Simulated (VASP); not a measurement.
Energy against volume of V (bcc). Calculation: LDA (Ceperley-Alder, Perdew-Zunger), VASP's LDA PAW potentials (set 64) (plane waves; VASP).

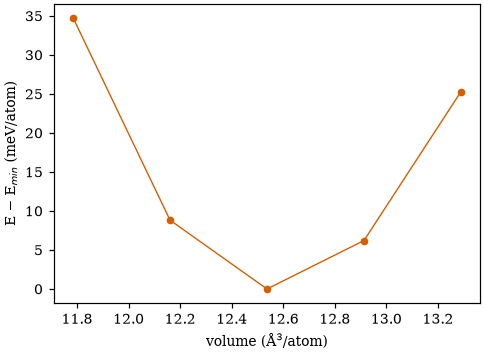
Figure. Energy against volume

Q: Estimate the equilibrium volume and the bulk modulus.

A: The minimum lies near 12.6 Å³/atom, and the curvature gives B0 of about 210 GPa.

Measured: bulk modulus 161 GPa at 0 K (computed value off by +30.4 %), as given by H. Levämäki et al., Physical Review B (2014), arXiv:1402.3671 [corrected for temperature and zero-point phonon effects]; a 3.021 Å at 0 K (computed value off by -3.0 %), as given by Daniel Mejia-Rodriguez et al., Physical Review B (2018), arXiv:1807.09216 [static lattice: zero-point anharmonic expansion removed].

The compound is V in the bcc structure. It was relaxed first, which changed the volume by -10 %. The run is not spin-polarised, so no magnetic state was tried.
